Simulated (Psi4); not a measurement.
# BH3S (SMILES BS), step by step, part 2 of 2

Psi4 1.11. The steps go on from the part before.

## Step 4: A single-point energy at MP2-F12/cc-pVDZ-F12 (density fitting, density fitting for correlation) (run 3)

The input, input.inp:

```
memory 1.6 GB

molecule {
  0 1
  B     -0.386976    -0.403083     0.085609
  S      0.159005     1.231407    -0.153368
  H     -1.529279    -0.571163     0.261014
  H      0.351075    -1.307809     0.073216
  H      1.488038     0.967916    -0.311782
}

set {
  freeze_core true
}

energy("mp2-f12/cc-pVDZ-F12")
```

The run is started by

```
$ psi4 input.inp input.out -n 1
```

input.out, shortened:

```text
[...]
  Running in c1 symmetry.
[...]
  Nuclear repulsion =   43.507959696663939
[...]
  Multiplicity = 1
[...]
  Nalpha       = 12
  Nbeta        = 12
[...]
    Number of basis functions: 96
[...]
   @DF-RHF iter   1:  -423.95856741107195   -5.23351e-01   2.59449e-03 DIIS/ADIIS
[...]
   @DF-RHF iter  11:  -423.99998763422985   -1.04592e-11   7.86765e-09 DIIS
[...]
    Orbital Energies [Eh]
    ---------------------
    Doubly Occupied:
       1A    -91.965053     2A     -8.969340     3A     -7.618956
       4A     -6.650683     5A     -6.649550     6A     -6.648656
       7A     -0.996488     8A     -0.690493     9A     -0.580227
      10A     -0.503193    11A     -0.456001    12A     -0.407288
[...]
  @DF-RHF Final Energy:  -423.99998763422985
   => Energetics <=
    Nuclear Repulsion Energy =             43.5079596966639386
    One-Electron Energy =                -670.7440405381906885
    Two-Electron Energy =                 203.2360932072968751
    Total Energy =                       -423.9999876342297966
[...]
 Multipole Moments:
 ------------------------------------------------------------------------------------
     Multipole            Electronic (a.u.)      Nuclear  (a.u.)        Total (a.u.)
 ------------------------------------------------------------------------------------
 L = 1.  Multiply by 2.5417464519 to convert [e a0] to [Debye]
 Dipole X            :         -0.2998308            0.6171624            0.3173316
 Dipole Y            :          1.6934652           -1.8310141           -0.1375488
 Dipole Z            :         -0.1270725            0.0967384           -0.0303341
 Magnitude           :                                                    0.3471875
[...]
```

Wall time 84 s (1 thread of Intel Xeon at 2.50GHz (Skylake/Cascade Lake), shared host); peak memory 1.5 GiB.

## Step 5: The vertical excitations at TDA-B3LYP/STO-3G (density fitting, save jk yes) (run 4)

The input, input.dat:

```
memory 1600 mb

molecule {
  0 1
  B
  S 1 r2
  H 1 r3 2 a3
  H 1 r4 3 a4 2 d4
  H 2 r5 1 a5 4 d5

  r2 = 1.739759
  r3 = 1.16785
  a3 = 117.5683
  r4 = 1.167648
  a4 = 120.55301
  d4 = -179.98793
  r5 = 1.36413
  a5 = 98.06137
  d5 = -0.00559
  symmetry c1
}

set basis STO-3G
set save_jk true

from psi4.driver.procrouting.response.scf_response import tdscf_excitations
energy_value, wavefunction = energy('b3lyp', return_wfn=True)
states = tdscf_excitations(wavefunction, states=6, tda=True)
```

The run is started by

```
$ psi4 -i input.dat -o output.dat -n 1
```

output.dat:

```text
Psi4 1.11 release

   => Loading Basis Set <=

    Name: STO-3G
    Role: ORBITAL
    Keyword: BASIS

         ---------------------------------------------------------
                                   SCF
                              RKS Reference
                        1 Threads,   1525 MiB Core
         ---------------------------------------------------------

  ==> Geometry <==

    Molecular point group: c1
    Full point group: C1

    Geometry (in Angstrom), charge = 0, multiplicity = 1:

       Center              X                  Y                   Z               Mass
    ------------   -----------------  -----------------  -----------------  -----------------
         B           -0.000008074875     0.028630772919    -1.226037246849    11.009305360000
         S           -0.000008074875     0.028630772919     0.513721753151    31.972071174400
         H           -0.000008074875     1.063882816585    -1.766524830968     1.007825032230
         H            0.000203751497    -0.962898733050    -1.842698455153     1.007825032230
         H            0.000148697890    -1.322019473557     0.705018757875     1.007825032230

  Running in c1 symmetry.

  Rotational constants: A =      4.39113  B =      0.52537  C =      0.46923 [cm^-1]
  Rotational constants: A = 131642.76956  B =  15750.06935  C =  14067.05216 [MHz]
  Nuclear repulsion =   43.507968325621711

  Charge       = 0
  Multiplicity = 1
  Electrons    = 24
  Nalpha       = 12
  Nbeta        = 12

  ==> Algorithm <==

  SCF Algorithm Type is DF.
  DIIS enabled.
  MOM disabled.
  Fractional occupation disabled.
  Guess Type is SAD.
  Energy threshold   = 1.00e-06
  Density threshold  = 1.00e-06
  Integral threshold = 1.00e-12

  ==> Primary Basis <==

  Basis Set: STO-3G
    Blend: STO-3G
    Number of shells: 11
    Number of basis functions: 17
    Number of Cartesian functions: 17
    Spherical Harmonics?: true
    Max angular momentum: 1

  ==> DFT Potential <==

   => LibXC <=

    Version 7.1.2

   => Composite Functional: B3LYP <=

    B3LYP Hyb-GGA Exchange-Correlation Functional

    Deriv               =              1
    GGA                 =           TRUE
    Meta                =          FALSE

    Exchange Hybrid     =           TRUE
    MP2 Hybrid          =          FALSE

   => Exchange Functionals <=

    0.0800   Slater exchange
    0.7200         Becke 88

   => Exact (HF) Exchange <=

    0.2000               HF

   => Correlation Functionals <=

    0.1900   Vosko, Wilk & Nusair (VWN5_RPA)
    0.8100   Lee, Yang & Parr

   => LibXC Density Thresholds  <==

    XC_HYB_GGA_XC_B3LYP:  1.00E-15

   => Molecular Quadrature <=

    Radial Scheme          =       TREUTLER
    Pruning Scheme         =           NONE
    Nuclear Scheme         =       TREUTLER

    Blocking Scheme        =         OCTREE
    BS radius alpha        =              1
    Pruning alpha          =              1
    Radial Points          =             75
    Spherical Points       =            302
    Total Points           =         106363
    Total Blocks           =            843
    Max Points             =            256
    Max Functions          =             17
    Weights Tolerance      =       1.00E-15

   => Loading Basis Set <=

    Name: (STO-3G AUX)
    Role: JKFIT
    Keyword: DF_BASIS_SCF

  ==> Integral Setup <==

  DFHelper Memory: AOs need 0.001 GiB; user supplied 1.074 GiB.
  SCF_SUBTYPE=INCORE selected. In-core MEM_DF algorithm will be used.
  Using in-core AOs.

  ==> MemDFJK: Density-Fitted J/K Matrices <==

    J tasked:                   Yes
    K tasked:                   Yes
    wK tasked:                   No
    Memory [MiB]:              1099
    Algorithm:                 Core
    Schwarz Cutoff:           1E-12
    Mask sparsity (%):       0.0000
    Fitting Condition:        1E-10

   => Auxiliary Basis Set <=

  Basis Set: (STO-3G AUX)
    Blend: DEF2-UNIVERSAL-JKFIT
    Number of shells: 81
    Number of basis functions: 257
    Number of Cartesian functions: 304
    Spherical Harmonics?: true
    Max angular momentum: 4

  Cached 100.0% of DFT collocation blocks in 0.043 [GiB].

  Minimum eigenvalue in the overlap matrix is 2.4193747685E-01.
  Reciprocal condition number of the overlap matrix is 1.1745112960E-01.
    Using symmetric orthogonalization.

  ==> Pre-Iterations <==

  SCF Guess: Superposition of Atomic Densities via on-the-fly atomic UHF (no occupation information).

   -------------------------
    Irrep   Nso     Nmo
   -------------------------
     A         17      17
   -------------------------
    Total      17      17
   -------------------------

  ==> Iterations <==

                           Total Energy        Delta E     RMS |[F,P]|

   @DF-RKS iter SAD:  -419.12475286060362   -4.19125e+02   0.00000e+00
   @DF-RKS iter   1:  -420.13130930176311   -1.00656e+00   5.76067e-03 ADIIS/DIIS
   @DF-RKS iter   2:  -420.13974818638991   -8.43888e-03   1.80277e-03 ADIIS/DIIS
   @DF-RKS iter   3:  -420.14059577119104   -8.47585e-04   1.71370e-04 ADIIS/DIIS
   @DF-RKS iter   4:  -420.14059814851038   -2.37732e-06   1.23242e-04 ADIIS/DIIS
   @DF-RKS iter   5:  -420.14060208725567   -3.93875e-06   2.00341e-05 DIIS
   @DF-RKS iter   6:  -420.14060217876789   -9.15122e-08   3.84801e-06 DIIS
   @DF-RKS iter   7:  -420.14060218265496   -3.88707e-09   2.04533e-07 DIIS
  Energy and wave function converged.

  ==> Post-Iterations <==

   Electrons on quadrature grid:
      Ntotal   =   24.0000061258 ; deviation = 6.126e-06

    Orbital Energies [Eh]
    ---------------------

    Doubly Occupied:

       1A    -87.771893     2A     -7.657043     3A     -6.530603
       4A     -5.607193     5A     -5.599173     6A     -5.592918
       7A     -0.696286     8A     -0.445722     9A     -0.364446
      10A     -0.295204    11A     -0.242966    12A     -0.204989

    Virtual:

      13A      0.081370    14A      0.227691    15A      0.383707
      16A      0.521904    17A      0.568830

    Final Occupation by Irrep:
              A
    DOCC [    12 ]
    NA   [    12 ]
    NB   [    12 ]

  @DF-RKS Final Energy:  -420.14060218265496

   => Energetics <=

    Nuclear Repulsion Energy =             43.5079683256217109
    One-Electron Energy =                -667.4950926210570969
    Two-Electron Energy =                 228.8184618244731610
    DFT Exchange-Correlation Energy =     -24.9719397116927588
    Empirical Dispersion Energy =           0.0000000000000000
    VV10 Nonlocal Energy =                  0.0000000000000000
    Total Energy =                       -420.1406021826549591

Computation Completed

Properties will be evaluated at   0.000000,   0.000000,   0.000000 [a0]

Properties computed using the SCF density matrix

 Multipole Moments:

 ------------------------------------------------------------------------------------
     Multipole            Electronic (a.u.)      Nuclear  (a.u.)        Total (a.u.)
 ------------------------------------------------------------------------------------

 L = 1.  Multiply by 2.5417464519 to convert [e a0] to [Debye]
 Dipole X            :         -0.0003530            0.0003303           -0.0000227
 Dipole Y            :          0.8345865           -1.1712318           -0.3366452
 Dipole Z            :          1.9450655           -1.5398296            0.4052359
 Magnitude           :                                                    0.5268265

 ------------------------------------------------------------------------------------

	total time  =          5 seconds =       0.08 minutes

******************************************************************************************
**********                               WARNING                                **********
**********       The names of excited state variables changed between 1.5       **********
**********     and 1.6. For a quick solution, remove the symmetry specifier     **********
**********   from the variable name. For full details, see 'Notes on Psivars'   **********
**********                        in the documentation.                         **********
******************************************************************************************

         ---------------------------------------------------------
                         TDSCF excitation energies
         ---------------------------------------------------------

  ==> Options <==

     Residual threshold  : 1.0000e-04
     Initial guess       : denominators
     Reference           : RHF
     Solver type         : TDA (Davidson)

  ==> Requested Excitations <==

      6 singlet states with A symmetry

  ==> Seeking the lowest 6 singlet states with A symmetry

                         Generalized Davidson Solver

  ==> Options <==

    Max number of iterations        = 60
    Eigenvector tolerance           = 1.0000e-04
    Max number of expansion vectors = 1200

  => Iterations <=
                           Max[D[value]]     Max[|R|]   # vectors
  DavidsonSolver iter   1:   4.40333e-01  5.45250e-02     24
  DavidsonSolver iter   2:   3.88749e-03  1.62364e-03     30
  DavidsonSolver iter   3:   1.31419e-06  5.19166e-05     32      Converged

******************************************************************************************
**********                               WARNING                                **********
**********  Length-gauge rotatory strengths are **NOT** gauge-origin invariant  **********
******************************************************************************************

                                    Excitation Energy         Total Energy        Oscillator Strength             Rotatory Strength
     #   Sym: GS->ES (Trans)        au              eV              au          au (length)    au (velocity)    au (length)    au (velocity)
    ---- -------------------- --------------- --------------- --------------- --------------- --------------- --------------- ---------------
     1        A->A (1 A)       0.27046         7.35947        -419.87015       0.0061          0.0049          0.0000          0.0000
     2        A->A (1 A)       0.30787         8.37757        -419.83273       0.0002          0.0004         -0.0004          0.0001
     3        A->A (1 A)       0.31308         8.51922        -419.82753       0.2929          0.0030          0.0004         -0.0001
     4        A->A (1 A)       0.37625         10.23835       -419.76435       0.0036          0.0029          0.0000          0.0000
     5        A->A (1 A)       0.39096         10.63857       -419.74964       0.0324          0.0204         -0.0000         -0.0000
     6        A->A (1 A)       0.44009         11.97549       -419.70051       0.0833          0.0182         -0.0000         -0.0000

Contributing excitations
Only contributions with abs(coeff) > 1.00e-01 will be printed:

Excited State    1 (1 A):   0.27046 au   168.47 nm f = 0.0061
  Sums of squares: Xssq =  1.000000e+00
      9a  ->  13a     0.112331 ( 1.262%)
     11a  ->  13a    -0.992405 (98.487%)

Excited State    2 (1 A):   0.30787 au   148.00 nm f = 0.0002
  Sums of squares: Xssq =  1.000000e+00
     10a  ->  13a     0.997902 (99.581%)

Excited State    3 (1 A):   0.31308 au   145.53 nm f = 0.2929
  Sums of squares: Xssq =  1.000000e+00
     10a  ->  15a    -0.155815 ( 2.428%)
     11a  ->  15a     0.205907 ( 4.240%)
     12a  ->  13a    -0.951224 (90.483%)

Excited State    4 (1 A):   0.37625 au   121.10 nm f = 0.0036
  Sums of squares: Xssq =  1.000000e+00
     12a  ->  14a     0.992419 (98.490%)

Excited State    5 (1 A):   0.39096 au   116.54 nm f = 0.0324
  Sums of squares: Xssq =  1.000000e+00
      8a  ->  13a    -0.156487 ( 2.449%)
      9a  ->  13a     0.980058 (96.051%)
     11a  ->  13a     0.109865 ( 1.207%)

Excited State    6 (1 A):   0.44009 au   103.53 nm f = 0.0833
  Sums of squares: Xssq =  1.000000e+00
      9a  ->  14a     0.171838 ( 2.953%)
     10a  ->  14a     0.302981 ( 9.180%)
     11a  ->  14a    -0.925582 (85.670%)

******************************************************************************************
**********                               WARNING                                **********
**********       The names of excited state variables changed between 1.5       **********
**********     and 1.6. For a quick solution, remove the symmetry specifier     **********
**********   from the variable name. For full details, see 'Notes on Psivars'   **********
**********                        in the documentation.                         **********
******************************************************************************************

    Psi4 run time: 0:00:10.47
```

Run time: 17 s. Hardware: 1 thread of Intel Xeon at 2.50GHz (Skylake/Cascade Lake), shared host; peak memory 0.24 GiB.

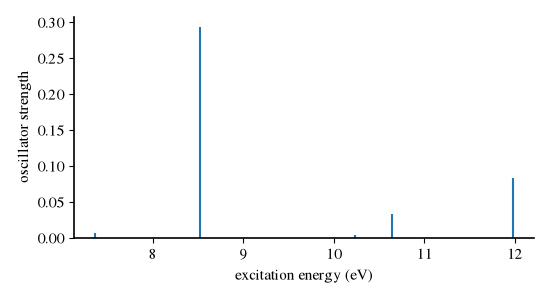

Vertical excitations as sticks.

The roots found:

```tsv
excited state	energy (eV)	strength	label
1	7.359	0.0060	A 1
2	8.378	0.0002	A 1
3	8.519	0.2929	A 1
4	10.238	0.0036	A 1
5	10.639	0.0324	A 1
6	11.975	0.0833	A 1
```

## Step 6: Summary of results

What follows sums up all 2 parts.

| quantity | value |
| --- | --- |
| run 1, B3LYP-D4/STO-3G: total energy at the end | -420.14406 Eh |
| run 1, B3LYP-D4/STO-3G: dipole moment | 1.34 D |
| run 1, B3LYP-D4/STO-3G: HOMO energy | -5.58 eV |
| run 1, B3LYP-D4/STO-3G: LUMO energy | 2.21 eV |
| run 1, B3LYP-D4/STO-3G: HOMO–LUMO gap | 7.79 eV |
| run 1, B3LYP-D4/STO-3G: dispersion energy | -9.07 kJ/mol |
| run 2, B3LYP-D4/STO-3G: lowest harmonic wavenumber | 759 cm⁻¹ |
| run 2, B3LYP-D4/STO-3G: highest harmonic wavenumber | 3133 cm⁻¹ |
| run 2, B3LYP-D4/STO-3G: zero-point energy | 90.8 kJ/mol |
| run 2, B3LYP-D4/STO-3G: ideal-gas entropy at 600 K (symmetry number 1 as used) | 67.1 cal/(mol K) |
| run 3, MP2-F12/cc-pVDZ-F12: total energy | -424.32601 Eh |
| run 3, MP2-F12/cc-pVDZ-F12: HOMO energy (Hartree–Fock orbitals) | -11.08 eV |
| run 3, MP2-F12/cc-pVDZ-F12: LUMO energy (Hartree–Fock orbitals) | 1.21 eV |
| run 3, MP2-F12/cc-pVDZ-F12: HOMO–LUMO gap (Hartree–Fock orbitals) | 12.30 eV |
| run 3, MP2-F12/cc-pVDZ-F12: correlation energy (6 core orbitals frozen) | -322.0 mEh |
| run 4, TDA-B3LYP/STO-3G: ground-state or mean-field energy | -420.14060 Eh |
| run 4, TDA-B3LYP/STO-3G: dipole moment (B3LYP Kohn–Sham density) | 1.34 D |
| run 4, TDA-B3LYP/STO-3G: HOMO energy (B3LYP Kohn–Sham orbitals) | -5.58 eV |
| run 4, TDA-B3LYP/STO-3G: LUMO energy (B3LYP Kohn–Sham orbitals) | 2.21 eV |
| run 4, TDA-B3LYP/STO-3G: HOMO–LUMO gap (B3LYP Kohn–Sham orbitals) | 7.79 eV |
| run 4, TDA-B3LYP/STO-3G: lowest excitation energy | 7.36 eV |

The optimisation (run 1, B3LYP-D4/STO-3G) took 6 steps and changed the energy by -0.037 eV. All 9 modes (run 2, B3LYP-D4/STO-3G) are real, so the shape is a minimum at this level. The brightest of the 6 transitions from the ground state lies at 8.52 eV (146 nm, f = 0.293); the lowest, at 7.36 eV, has f = 0.006. Excitation energies in a minimal basis are rough. Roots above 5.6 eV lie over the negative of the HOMO energy, where those of Rydberg kind are poorly described; valence roots are less touched.
